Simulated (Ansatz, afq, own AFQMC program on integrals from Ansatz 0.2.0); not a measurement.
**AlBH2 (singlet): quantum Monte Carlo beside coupled cluster, 6-31G**

How near does AFQMC come to the top of the ladder for AlBH2 (singlet)?

The runs use Ansatz 0.2.0, Gaussian basis, and an in-house AFQMC program (afq) on its integrals; all values are calculated; 6-31G, frozen cores.

The runs, in order: Full CI; PBE (unrestricted); r2SCAN (unrestricted); PBE0 (unrestricted); B3LYP (unrestricted); wB97M-V (unrestricted); B2PLYP (unrestricted); CCSD(T) on RHF; CCSDT(Q) on RHF; CCSDTQ on RHF; Phaseless AFQMC, CISD trial on RHF; Phaseless AFQMC, single-determinant trial on RHF; Free-projection AFQMC, CISD trial on RHF; UHF; CCSD(T) on UHF; CCSDT(Q) on UHF; CCSDTQ on UHF; Phaseless AFQMC, CISD trial on UHF; Phaseless AFQMC, single-determinant trial on UHF; Free-projection AFQMC, CISD trial on UHF.

## Step 1: The system

The geometry is a PBE0/def2-TZVP stationary point (not a proven minimum).

4 atoms, charge 0, spin multiplicity 1.

Atoms are counted from 1 here; the program's logs count them from 0.

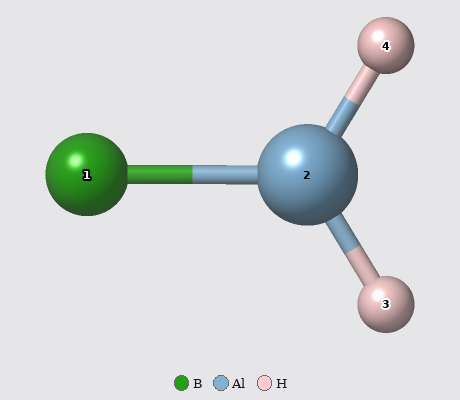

The geometry (boron green, aluminium light blue, hydrogen pink); atoms are numbered from 1 in the order of the file.

## Step 2: Full CI

Contents of in.yaml:

```yaml
crystal:
  periodic: [false, false, false]
  atoms:
    - {symbol: B, position_ang: [0.000000, 0.000000, 1.731547]}
    - {symbol: Al, position_ang: [0.000000, 0.000000, -0.588094]}
    - {symbol: H, position_ang: [0.000000, -1.367107, -1.414802]}
    - {symbol: H, position_ang: [0.000000, 1.367107, -1.414802]}
basis:
  gaussian: {orbitals: 6-31G}
correlation: {method: fci, electrons: outside_noble_gas}
```

Launch:

```bash
$ ansatz run in.yaml --threads 1 --pin off --events-out ev --progress --plain --max-ram 1382MiB
```

Standard output (excerpt; [...] marks lines left out):

```text
Functional definition: HF
  name "HF"
  cite "Fock, Z. Phys. 61, 126 (1930) doi:10.1007/BF01340294"
  parent pbe
[...]
573 factors; integrals over basis functions are off by at most 1.1e-7 eV
[...]
mean field -7280.16424401 eV, -267.5411012946 hartree, gradient 7.5e-6 eV, S^2 0.000000; 3 other end points of the search recorded, 0 dependent functions left out; unrestricted orbitals would lower it
determinant -7280.16424401 eV, -267.5411012946 hartree, with singles and doubles -7283.04257218 eV, -267.6468779039 hartree
determinant -7277.69874851 eV, -267.4504960063 hartree, with singles and doubles -7281.01189913 eV, -267.5722520459 hartree
6 core orbitals not correlated: weight in the atoms' cores, before any rotation towards them, 1.000 or more for the frozen orbitals, at most 0.000 for the correlated occupied ones
reference -7280.16424401 eV, -267.5411012946 hartree; 4, 4 occupied and 16, 16 virtual orbitals, 573 factors
state -7283.12321006 eV, -267.6498412916 hartree
Total energy: -7283.12321006 eV, -267.6498412916 hartree
```

Run time: 49 s. Hardware: 1 thread of Arm Neoverse V1, shared host; peak memory 0.58 GiB.

From the report: 5,884,777 determinants, symmetry A1.

## Step 3: PBE (unrestricted)

Changes to in.yaml since step 2:

```diff
@@ -9,2 +9,4 @@
   gaussian: {orbitals: 6-31G}
-correlation: {method: fci, electrons: outside_noble_gas}
+magnetization: {spin_polarized: true, initial_magnetization: 0}
+hamiltonian: {xc: {name: PBE}}
+output: {orbitals: {seedname: orbitals}}
```

The command is unchanged.

Standard output (excerpt; [...] marks lines left out):

```text
Functional definition: PBE
  name "PBE"
  cite "Perdew, Burke & Ernzerhof, Phys. Rev. Lett. 77, 3865 (1996) doi:10.1103/PhysRevLett.77.3865"
  parent pbe
[...]
328 factors; integrals over basis functions are off by at most 1.5e-4 eV
[...]
mean field -7294.38107831 eV, -268.0635603188 hartree, gradient 1.7e-5 eV, S^2 0.764914; 17 other end points of the search recorded, 0 dependent functions left out
reference -7294.38112042 eV, -268.0635618662 hartree; 10, 10 occupied and 16, 16 virtual orbitals, 328 factors
Total energy: -7294.38112042 eV, -268.0635618662 hartree
```

Run time: 6 s. Hardware: 1 thread of Arm Neoverse V1, shared host.

From the report: ⟨S²⟩ of the determinant 0.765 (pure singlet: 0.00). The determinant is far from a pure spin state, so its energy mixes those of several spin states (harmless only where they are near-degenerate, as at dissociation).

## Step 4: r2SCAN (unrestricted)

Changes to in.yaml since step 3:

```diff
@@ -10,3 +10,2 @@
 magnetization: {spin_polarized: true, initial_magnetization: 0}
-hamiltonian: {xc: {name: PBE}}
-output: {orbitals: {seedname: orbitals}}
+hamiltonian: {xc: {name: r2SCAN}}
```

Same command.

Standard output (excerpt; [...] marks lines left out):

```text
Functional definition: r2SCAN
  name "r2SCAN"
  cite "Furness, Kaplan, Ning, Perdew & Sun, J. Phys. Chem. Lett. 11, 8208 (2020) doi:10.1021/acs.jpclett.0c02405"
  cite "Furness, Kaplan, Ning, Perdew & Sun, J. Phys. Chem. Lett. 11, 9248 (2020) doi:10.1021/acs.jpclett.0c03077"
  parent r2scan
[...]
328 factors; integrals over basis functions are off by at most 1.5e-4 eV
[...]
mean field -7298.14294137 eV, -268.2018062365 hartree, gradient 2.5e-5 eV, S^2 0.825813; 14 other end points of the search recorded, 0 dependent functions left out
reference -7298.14295684 eV, -268.2018068051 hartree; 10, 10 occupied and 16, 16 virtual orbitals, 328 factors
Total energy: -7298.14295684 eV, -268.2018068051 hartree
```

It took 14 s on 1 thread of Arm Neoverse V1, shared host.

From the report: ⟨S²⟩ of the determinant 0.826 (pure singlet: 0.00). The determinant is far from a pure spin state, so its energy mixes those of several spin states (harmless only where they are near-degenerate, as at dissociation).

## Step 5: PBE0 (unrestricted)

Changes to in.yaml since step 4:

```diff
@@ -10,2 +10,3 @@
 magnetization: {spin_polarized: true, initial_magnetization: 0}
-hamiltonian: {xc: {name: r2SCAN}}
+hamiltonian: {xc: {name: PBE0}}
+output: {orbitals: {seedname: orbitals}}
```

Same command.

Standard output (excerpt; [...] marks lines left out):

```text
Functional definition: PBE0
  name "PBE0"
  cite "Adamo & Barone, J. Chem. Phys. 110, 6158 (1999) doi:10.1063/1.478522"
  cite "Perdew, Burke & Ernzerhof, Phys. Rev. Lett. 77, 3865 (1996) doi:10.1103/PhysRevLett.77.3865"
  parent pbe
[...]
328 factors; integrals over basis functions are off by at most 1.5e-4 eV
[...]
mean field -7295.21387386 eV, -268.0941649906 hartree, gradient 1.2e-5 eV, S^2 0.743481; 6 other end points of the search recorded, 0 dependent functions left out
reference -7295.21390426 eV, -268.0941661081 hartree; 10, 10 occupied and 16, 16 virtual orbitals, 328 factors
Total energy: -7295.21390426 eV, -268.0941661081 hartree
```

It took 3.1 s on 1 thread of Arm Neoverse V1, shared host.

From the report: ⟨S²⟩ of the determinant 0.743 (pure singlet: 0.00). The determinant is far from a pure spin state, so its energy mixes those of several spin states (harmless only where they are near-degenerate, as at dissociation).

## Step 6: B3LYP (unrestricted)

Changes to in.yaml since step 5:

```diff
@@ -10,3 +10,2 @@
 magnetization: {spin_polarized: true, initial_magnetization: 0}
-hamiltonian: {xc: {name: PBE0}}
-output: {orbitals: {seedname: orbitals}}
+hamiltonian: {xc: {name: B3LYP}}
```

The command is unchanged.

Standard output (excerpt; [...] marks lines left out):

```text
Functional definition: B3LYP
  name "B3LYP"
  cite "Stephens, Devlin, Chabalowski & Frisch, J. Phys. Chem. 98, 11623 (1994) doi:10.1021/j100096a001"
  cite "Becke, Phys. Rev. A 38, 3098 (1988) doi:10.1103/PhysRevA.38.3098"
  cite "Lee, Yang & Parr, Phys. Rev. B 37, 785 (1988) doi:10.1103/PhysRevB.37.785"
  cite "Vosko, Wilk & Nusair, Can. J. Phys. 58, 1200 (1980) doi:10.1139/p80-159"
[...]
328 factors; integrals over basis functions are off by at most 1.5e-4 eV
[...]
mean field -7300.23652129 eV, -268.2787438793 hartree, gradient 6.1e-6 eV, S^2 0.690066; 10 other end points of the search recorded, 0 dependent functions left out
reference -7300.23675454 eV, -268.2787524511 hartree; 10, 10 occupied and 16, 16 virtual orbitals, 328 factors
Total energy: -7300.23675454 eV, -268.2787524511 hartree
```

It took 4 s on 1 thread of Arm Neoverse V1, shared host.

From the report: ⟨S²⟩ of the determinant 0.690 (pure singlet: 0.00). The determinant is far from a pure spin state, so its energy mixes those of several spin states (harmless only where they are near-degenerate, as at dissociation).

## Step 7: wB97M-V (unrestricted)

Changes to in.yaml since step 6:

```diff
@@ -10,2 +10,3 @@
 magnetization: {spin_polarized: true, initial_magnetization: 0}
-hamiltonian: {xc: {name: B3LYP}}
+hamiltonian: {xc: {name: wB97M-V}}
+output: {orbitals: {seedname: orbitals}}
```

The command is unchanged.

Standard output (excerpt; [...] marks lines left out):

```text
Functional definition: wB97M-V
  name "wB97M-V"
  cite "Mardirossian & Head-Gordon, J. Chem. Phys. 144, 214110 (2016) doi:10.1063/1.4952647"
  cite "Becke, J. Chem. Phys. 107, 8554 (1997) doi:10.1063/1.475007"
  cite "Vydrov & Van Voorhis, J. Chem. Phys. 133, 244103 (2010) doi:10.1063/1.3521275"
  # Of w^i u^j: cxij and so on, Table III.
[...]
  gx(w, u) = 1 - cx + cx01*u + cx10*w
[...]
328 factors; integrals over basis functions are off by at most 1.5e-4 eV
134 factors; integrals over basis functions are off by at most 5.5e-6 eV
[...]
mean field -7298.33718412 eV, -268.2089445259 hartree, gradient 9.6e-6 eV, S^2 0.272287; 6 other end points of the search recorded, 0 dependent functions left out
reference -7298.33723158 eV, -268.2089462698 hartree; 10, 10 occupied and 16, 16 virtual orbitals, 328 factors
Total energy: -7298.33723158 eV, -268.2089462698 hartree
```

It took 13 s on 1 thread of Arm Neoverse V1, shared host.

From the report: ⟨S²⟩ of the determinant 0.272 (pure singlet: 0.00).

## Step 8: B2PLYP (unrestricted)

Changes to in.yaml since step 7:

```diff
@@ -10,3 +10,3 @@
 magnetization: {spin_polarized: true, initial_magnetization: 0}
-hamiltonian: {xc: {name: wB97M-V}}
-output: {orbitals: {seedname: orbitals}}
+hamiltonian: {xc: {name: B2PLYP}}
+correlation: {electrons: outside_noble_gas}
```

Launched as before.

Standard output (excerpt; [...] marks lines left out):

```text
Functional definition: B2PLYP
  name "B2PLYP"
  cite "Grimme, J. Chem. Phys. 124, 034108 (2006) doi:10.1063/1.2148954"
  cite "Becke, Phys. Rev. A 38, 3098 (1988) doi:10.1103/PhysRevA.38.3098"
  cite "Lee, Yang & Parr, Phys. Rev. B 37, 785 (1988) doi:10.1103/PhysRevB.37.785"
[...]
328 factors; integrals over basis functions are off by at most 1.5e-4 eV
[...]
mean field -7294.09865335 eV, -268.0531813931 hartree, gradient 1.9e-6 eV, S^2 0.724233; 8 other end points of the search recorded, 0 dependent functions left out
6 core orbitals not correlated: weight in the atoms' cores, before any rotation towards them, 1.000 or more for the frozen orbitals, at most 0.000 for the correlated occupied ones
reference -7294.09879672 eV, -268.0531866616 hartree; 4, 4 occupied and 16, 16 virtual orbitals, 328 factors
second order -2.19493103 eV of doubles, -0.00000000 eV of singles
Total energy: -7294.69142809 eV, -268.0749654631 hartree
```

Wall time 3.6 s (1 thread of Arm Neoverse V1, shared host).

From the report: ⟨S²⟩ of the determinant 0.724 (pure singlet: 0.00). The determinant is far from a pure spin state, so its energy mixes those of several spin states (harmless only where they are near-degenerate, as at dissociation).

## Step 9: CCSD(T) on RHF

Changes to in.yaml since step 8:

```diff
@@ -9,4 +9,3 @@
   gaussian: {orbitals: 6-31G}
-magnetization: {spin_polarized: true, initial_magnetization: 0}
-hamiltonian: {xc: {name: B2PLYP}}
-correlation: {electrons: outside_noble_gas}
+magnetization: {spin_polarized: false}
+correlation: {method: ccsd_t, electrons: outside_noble_gas, hamiltonian_folder: ham}
```

Same command.

Standard output (excerpt; [...] marks lines left out):

```text
Functional definition: HF
  name "HF"
  cite "Fock, Z. Phys. 61, 126 (1930) doi:10.1007/BF01340294"
  parent pbe
[...]
328 factors; integrals over basis functions are off by at most 1.5e-4 eV
[...]
mean field -7280.16416883 eV, -267.5410985319 hartree, gradient 7.0e-6 eV, S^2 0.000000; 3 other end points of the search recorded, 0 dependent functions left out; unrestricted orbitals would lower it
[...]
reference -7280.16416883 eV, -267.5410985319 hartree; 4, 4 occupied and 16, 16 virtual orbitals, 328 factors
second order -1.88046487 eV of doubles, -0.00000000 eV of singles
cycle   1  -2.87777285 eV  change    5.4e-4 eV  update   2.2e-3
[...]
cycle  10  -2.87855894 eV  change   -1.5e-7 eV  update   2.5e-6
perturbative correction -0.05260277 eV, -0.0019331161 hartree
Total energy: -7283.09533054 eV, -267.6488167381 hartree
```

Wall time 0.36 s (1 thread of Arm Neoverse V1, shared host).

From the report: correlation -2.9312 eV; T1 0.016; largest double amplitude 0.09.

This run also writes the integrals to the folder ham.

## Step 10: CCSDT(Q) on RHF

Changes to in.yaml since step 9:

```diff
@@ -10,2 +10,2 @@
 magnetization: {spin_polarized: false}
-correlation: {method: ccsd_t, electrons: outside_noble_gas, hamiltonian_folder: ham}
+correlation: {method: ccsdt_q, electrons: outside_noble_gas}
```

Launched as before.

Standard output (excerpt; [...] marks lines left out):

```text
Functional definition: HF
  name "HF"
  cite "Fock, Z. Phys. 61, 126 (1930) doi:10.1007/BF01340294"
  parent pbe
[...]
573 factors; integrals over basis functions are off by at most 1.1e-7 eV
[...]
mean field -7280.16424401 eV, -267.5411012946 hartree, gradient 7.5e-6 eV, S^2 0.000000; 3 other end points of the search recorded, 0 dependent functions left out; unrestricted orbitals would lower it
[...]
reference -7280.16424401 eV, -267.5411012946 hartree; 4, 4 occupied and 16, 16 virtual orbitals, 573 factors
second order -1.88049018 eV of doubles, -0.00000000 eV of singles
cycle   1  -2.45118584 eV  change   -5.7e-1 eV  update   8.5e-2
[...]
cycle  21  -2.95194018 eV  change   -1.8e-7 eV  update   9.7e-7
perturbative correction -0.00434057 eV, -0.0001595131 hartree
Total energy: -7283.12052476 eV, -267.6497426086 hartree
```

Run time: 1 s. Hardware: 1 thread of Arm Neoverse V1, shared host.

From the report: correlation -2.9563 eV; T1 0.017; largest double amplitude 0.09.

## Step 11: CCSDTQ on RHF

Changes to in.yaml since step 10:

```diff
@@ -10,2 +10,2 @@
 magnetization: {spin_polarized: false}
-correlation: {method: ccsdt_q, electrons: outside_noble_gas}
+correlation: {method: ccsdtq, electrons: outside_noble_gas}
```

The command is unchanged.

Standard output (excerpt; [...] marks lines left out):

```text
Functional definition: HF
  name "HF"
  cite "Fock, Z. Phys. 61, 126 (1930) doi:10.1007/BF01340294"
  parent pbe
[...]
573 factors; integrals over basis functions are off by at most 1.1e-7 eV
[...]
mean field -7280.16424401 eV, -267.5411012946 hartree, gradient 7.5e-6 eV, S^2 0.000000; 3 other end points of the search recorded, 0 dependent functions left out; unrestricted orbitals would lower it
[...]
6 core orbitals not correlated: weight in the atoms' cores, before any rotation towards them, 1.000 or more for the frozen orbitals, at most 0.000 for the correlated occupied ones
reference -7280.16424401 eV, -267.5411012946 hartree; 4, 4 occupied and 16, 16 virtual orbitals, 573 factors
second order -1.88049018 eV of doubles, -0.00000000 eV of singles
cycle   1  -2.45118569 eV  change   -5.7e-1 eV  update   8.5e-2
[...]
cycle  32  -2.95876971 eV  change   -3.8e-9 eV  update   6.1e-7
Total energy: -7283.12301371 eV, -267.6498340759 hartree
```

It took 13 s on 1 thread of Arm Neoverse V1, shared host.

From the report: correlation -2.9588 eV; T1 0.018; largest double amplitude 0.09.

## Step 12: Phaseless AFQMC, CISD trial on RHF

It reads the integrals that the CCSD(T) run on this determinant wrote.

Launch:

```bash
$ afq ham --method phaseless --trial cisd --walkers 200 --populations 1 --least-time 40 --time-step 0.005 --steps-per-block 50 --equilibration-blocks 28 --max-blocks 300 --target-error 0.00034 --factor-cut 1e-05 --seed 907 --release-times 0.24,0.5,1,1.5 --release-step 0.02 --release-every 4 --taylor-order 6
```

Standard output:

```text
orbitals 20  electrons 4 4  factors 127 of 328
reference energy -267.54109853 Eh
CCSD correlation -0.10578509 Eh in 16 cycles, weight of the determinant in the CISD state 0.8775
energy of the start -267.646884 Eh
 block  time / (1/Eh)  mean weight  energy / Eh
     1     0.250  0.9999  -267.645825
     2     0.500  0.9997  -267.645644
     3     0.750  1.0001  -267.646023
     4     1.000  1.0004  -267.646393
     5     1.250  0.9996  -267.646461
     6     1.500  0.9993  -267.647071
     7     1.750  0.9996  -267.647617
     8     2.000  0.9992  -267.648091
     9     2.250  0.9998  -267.647946
    10     2.500  1.0001  -267.649035
    13     3.250  1.0000  -267.648748
    17     4.250  1.0004  -267.648134
    21     5.250  0.9999  -267.649891
    25     6.250  0.9995  -267.650808
    29     7.250  1.0001  -267.648599
    33     8.250  1.0006  -267.650396
    37     9.250  1.0004  -267.648191
    41    10.250  1.0005  -267.649362
    45    11.250  1.0004  -267.650781
    49    12.250  0.9993  -267.649048
    53    13.250  1.0004  -267.647342
    57    14.250  1.0004  -267.648120
    61    15.250  1.0000  -267.649572
    65    16.250  1.0000  -267.652360
    69    17.250  1.0003  -267.651299
    73    18.250  0.9998  -267.649970
    77    19.250  0.9995  -267.649816
    81    20.250  1.0003  -267.649388
    85    21.250  1.0000  -267.646769
    89    22.250  0.9996  -267.648360
    93    23.250  0.9979  -267.648721
    97    24.250  1.0007  -267.648931
   101    25.250  0.9990  -267.649389
   105    26.250  1.0004  -267.648710
   109    27.250  0.9998  -267.651543
   113    28.250  1.0005  -267.651156
   117    29.250  1.0000  -267.650672
   121    30.250  0.9997  -267.649652
   125    31.250  1.0006  -267.651987
   129    32.250  1.0001  -267.649561
   133    33.250  0.9996  -267.651535
   137    34.250  1.0004  -267.649667
   141    35.250  1.0001  -267.649405
   145    36.250  1.0000  -267.648014
   149    37.250  1.0002  -267.648741
   153    38.250  1.0003  -267.651127
   157    39.250  0.9995  -267.646761
   161    40.250  0.9995  -267.650496
   165    41.250  1.0005  -267.649275
   169    42.250  1.0007  -267.650542
   173    43.250  1.0003  -267.650268
   177    44.250  0.9999  -267.647897
   181    45.250  0.9997  -267.648930
   185    46.250  0.9998  -267.649333
blocks merged  error / Eh  count
     1  0.000106  160
     2  0.000133  80
     4  0.000161  40
     8  0.000191  20
    16  0.000246  10
released: time / (1/Eh)  energy / Eh  error  mean overlap
  0.24  -267.649910  0.000210  0.9993
  0.50  -267.650159  0.000221  0.9954
  1.00  -267.650084  0.000255  1.0040
  1.50  -267.649796  0.000484  0.9975
energy -267.649645 +/- 0.000191 Eh
```

Wall time 86 s (1 thread of Arm Neoverse V1, shared host).

Energy -7283.1179 ± 0.0052 eV. Caveats: constraint bias not in the error. The error still grows with block length (0.0044 to 0.0067 eV), so the bar may be too small.

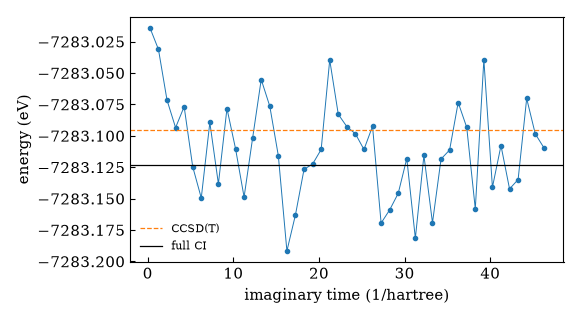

Block energies along the walk.

## Step 13: Phaseless AFQMC, single-determinant trial on RHF

It reads the integrals that the CCSD(T) run on this determinant wrote.

Launch:

```bash
$ afq ham --method phaseless --trial hf --walkers 400 --populations 1 --least-time 40 --time-step 0.005 --steps-per-block 20 --equilibration-blocks 112 --max-blocks 600 --target-error 0.00102 --factor-cut 1e-05 --seed 8304 --taylor-order 6
```

Standard output:

```text
orbitals 20  electrons 4 4  factors 127 of 328
reference energy -267.54109853 Eh
CCSD correlation -0.10578509 Eh in 16 cycles, weight of the determinant in the CISD state 0.8775
energy of the start -267.541099 Eh
 block  time / (1/Eh)  mean weight  energy / Eh
     1     0.100  1.0001  -267.552421
     2     0.200  1.0001  -267.562217
     3     0.300  1.0009  -267.571328
     4     0.400  1.0001  -267.578865
     5     0.500  1.0010  -267.585648
     6     0.600  1.0002  -267.591182
     7     0.700  1.0007  -267.595298
     8     0.800  1.0002  -267.600607
     9     0.900  1.0004  -267.601833
    10     1.000  1.0003  -267.605235
    18     1.800  1.0000  -267.621696
    35     3.500  0.9993  -267.637502
    52     5.200  1.0000  -267.638279
    69     6.900  1.0000  -267.644985
    86     8.600  1.0003  -267.644387
   103    10.300  0.9999  -267.649676
   120    12.000  1.0002  -267.646656
   137    13.700  1.0003  -267.643723
   154    15.400  1.0008  -267.657115
   171    17.100  1.0005  -267.649459
   188    18.800  1.0001  -267.656831
   205    20.500  0.9998  -267.645836
   222    22.200  1.0001  -267.643831
   239    23.900  1.0006  -267.648313
   256    25.600  0.9998  -267.644218
   273    27.300  1.0006  -267.651278
   290    29.000  1.0000  -267.664303
   307    30.700  1.0004  -267.653057
   324    32.400  1.0010  -267.657039
   341    34.100  1.0003  -267.663262
   358    35.800  0.9997  -267.654922
   375    37.500  1.0005  -267.645456
   392    39.200  0.9997  -267.649818
   409    40.900  1.0000  -267.647987
   426    42.600  1.0001  -267.658214
   443    44.300  1.0002  -267.650301
   460    46.000  1.0000  -267.656557
   477    47.700  0.9995  -267.663741
   494    49.400  1.0002  -267.657761
   511    51.100  0.9998  -267.650648
   528    52.800  1.0003  -267.654792
   545    54.500  1.0000  -267.655830
   562    56.200  1.0002  -267.706878
   579    57.900  1.0000  -267.662761
   596    59.600  1.0007  -267.650826
   613    61.300  1.0002  -267.654687
   630    63.000  1.0003  -267.654632
   647    64.700  0.9985  -267.654885
   664    66.400  1.0008  -267.694014
   681    68.100  0.9997  -267.648896
   698    69.800  1.0005  -267.668121
blocks merged  error / Eh  count
     1  0.000413  600
     2  0.000550  300
     4  0.000723  150
     8  0.000875  75
    16  0.001084  37
    32  0.001373  18
    64  0.001440  9
energy -267.655537 +/- 0.001373 Eh
```

It took 2.3 min on 1 thread of Arm Neoverse V1, shared host.

Energy -7283.2782 ± 0.0374 eV. The run doesn't count as converged. Caveats: constraint bias not in the error; error not settled.

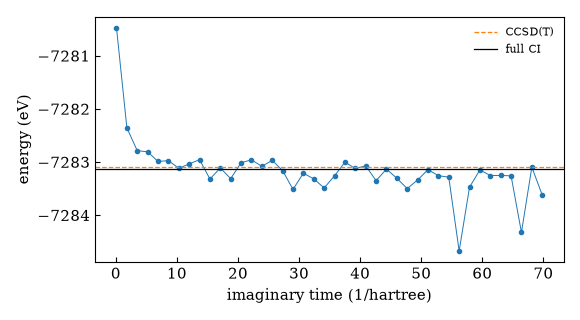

Block energies along the walk.

[end of part 1 of 2]
